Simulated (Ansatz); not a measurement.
```xyz
8

N     1.0276    0.6414    2.9180
Si    0.5913    0.7016    4.4328
Si    1.4684    0.6468    1.2476
Si    0.4290    2.4905    0.2346
H     2.9570    0.7214    1.1031
H     1.0146   -0.6002    0.5609
H     0.7299    2.6708   -1.2214
H     0.6867    3.7766    0.9556
```

Geometry: B3LYP-D3(BJ)/def2-SVP.

Theory: Ansatz, isolated molecule in a Gaussian basis; Kohn-Sham density functional theory, functional PBE0.

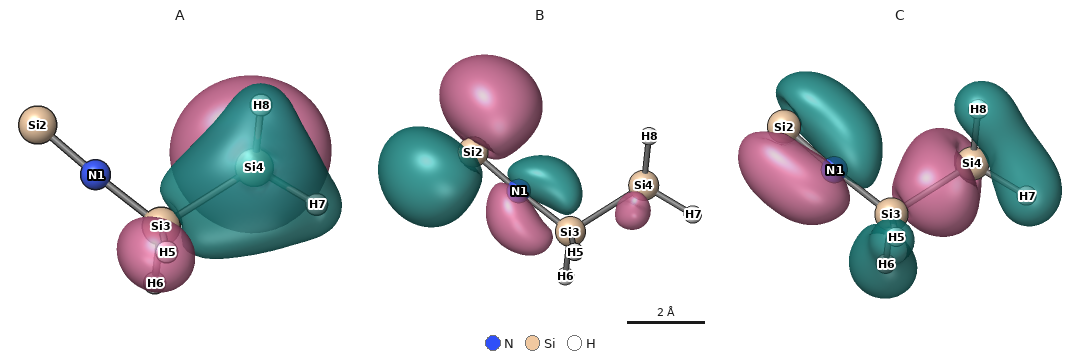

H4NSi3 (doublet). Three frontier orbitals at ±0.08 Å⁻³ᐟ² (teal and pink are the two phases), in no order.

### Order the three orbitals by energy and name them. All are α orbitals.

C is the HOMO−1 (α) (−7.68 eV). By Hirshfeld shares it lies mainly on N1 (about 30 %), Si4 (about 25 %), Si2 (about 15 %) and Si3 (about 15 %). A is the HOMO (α) (−6.02 eV). By Hirshfeld shares it lies mainly on Si4 (about 75 %) and Si3 (about 10 %). B is the LUMO (α) (−1.84 eV). It lies mainly on Si2 (about 80 %) and N1 (about 15 %).

### What is the gap between the highest occupied and lowest empty α orbitals?

4.18 eV between the orbital energies.
